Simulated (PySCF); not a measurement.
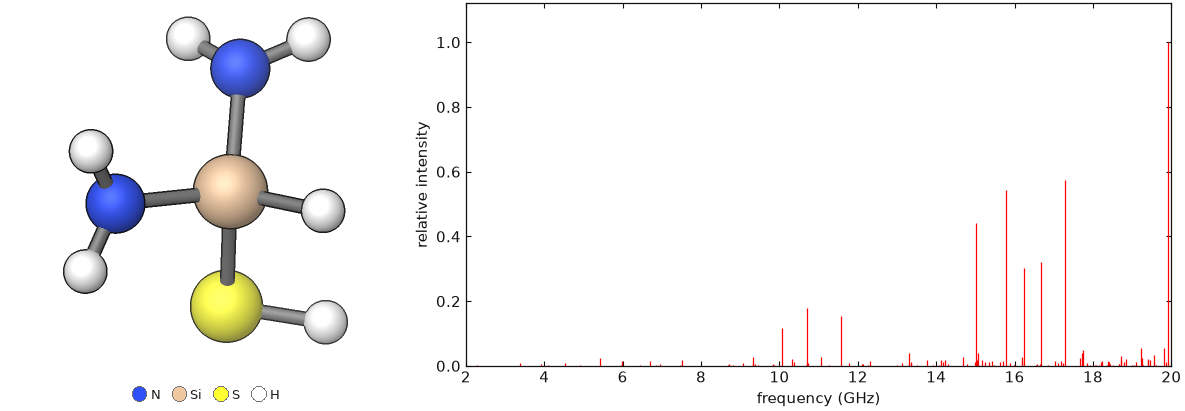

SiN₂H₆S, SMILES N[SiH](N)S. Simulated rotational absorption lines between 2 and 20 GHz at 10 K: rigid rotor with the equilibrium constants and dipole of one optimised conformer (PBE0-D3(BJ)/def2-SVP, PySCF), commonest isotopes; no centrifugal distortion, hyperfine structure, internal rotation or nuclear-spin weights; lines within 1 MHz of each other are summed.

Question: What are the rotational constants, and what kind of rotor is it?

Answer: Rotational constants A, B, C = 6.374, 3.085, 2.326 GHz; Ray's κ = −0.63, an asymmetric top on the prolate side.

Question: Which dipole components drive the lines?

Answer:
|μa|, |μb|, |μc| = 1.55, 0.35, 0.32 D; a-type lines carry 85 % of the intensity in this range.

Caveats: coarse grid, loose stop and no frequency check, small forces are noise and the end may be a saddle.
